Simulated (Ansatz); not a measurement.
The starting structures come from a database of crystals and need not be the phases stable at ambient conditions.

 Where the default PAW files enter, the runs use the earlier of Ansatz's two default sets.

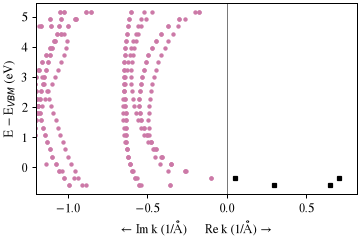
Complex bands at the centre of the two-dimensional zone; r2SCAN (Ansatz, a program for electronic structure)

The gap is the functional's own. No spin-orbit coupling. Mid-gap values are interpolated on the energy grid.

This is LaOF (P4/nmm, not sure to be the ambient phase, 6 atoms a cell, 16.0 Å³ an atom) along the normal of (100). Read off the slowest decay at the centre of the two-dimensional zone at 2.52 eV, the computed energy nearest the middle of the gap.

κ ≈ 0.48 1/Å, a decay length 1/(2κ) of the density of 1.0 Å.
